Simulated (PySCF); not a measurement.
System: C6H14N2Si2.

Input file:

```
{"job": {"kind": "nmr", "xc": "PBE0", "basis": "pcSseg-1"}, "charge": 0, "multiplicity": 1}
C      2.997898     1.296945    -1.356027
Si     2.615236    -0.313839    -0.488893
N      1.737195    -0.066011     1.004353
Si     0.257204    -0.818099     1.511123
C     -1.264006    -0.006217     0.745571
C     -2.669210    -0.643889     0.868506
C     -2.953534    -0.241258    -0.588500
C     -1.427935    -0.104656    -0.802570
C     -0.909357     0.985441    -1.606521
N     -0.480067     1.874095    -2.213350
H      2.071360     1.821729    -1.634714
H      3.581042     1.109538    -2.271595
H      3.597334     1.957642    -0.709296
H      3.895907    -1.056485    -0.246571
H      1.730647    -1.187416    -1.323494
H      2.135530     0.606485     1.653857
H      0.157976    -0.736863     3.001842
H      0.233837    -2.251263     1.074688
H     -1.303881     1.056532     1.037688
H     -3.335363    -0.246677     1.646898
H     -2.614813    -1.738771     0.983567
H     -3.484749    -0.950843    -1.239199
H     -3.445366     0.740138    -0.651900
H     -1.002630    -1.047916    -1.185962
```

Command:

```sh
OMP_NUM_THREADS=1 python probes_run.py task.json out
```

Geometry: PBE0-D3(BJ)/def2-SVP.

These are results of PBE0/pcSseg-1, SCF density, gas phase, non-relativistic in PySCF, not measurements.

What can the converged electron density and electron localisation function tell about the bonding?

C–N (1.16 Å): ρ is about 3.5 e/Å³ halfway; the ELF peaks at about 0.85 between the atoms (a short, multiple covalent bond).
C–C (1.45 Å): ρ is about 1.8 e/Å³ halfway; the ELF peaks at about 0.95 between the atoms; a covalent bond.

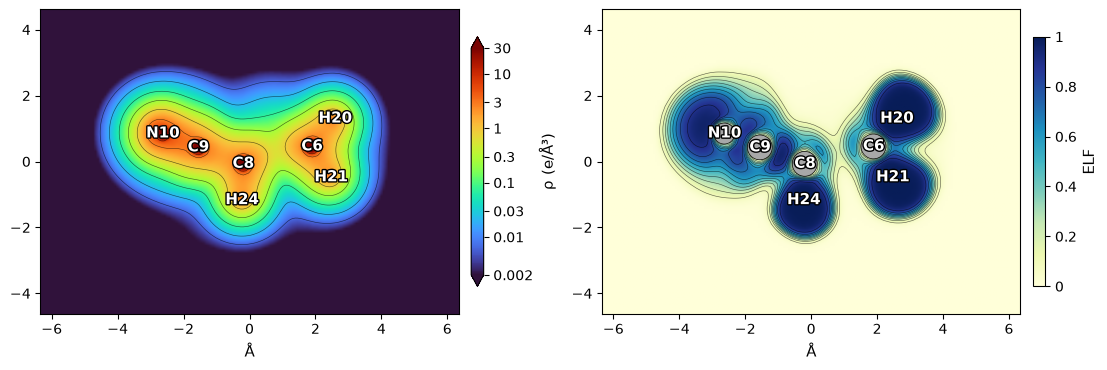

Computed electron density and electron localisation function on the plane of atoms C9, C8 and H24, in this order. Grey discs cover the atomic cores in the ELF map. 
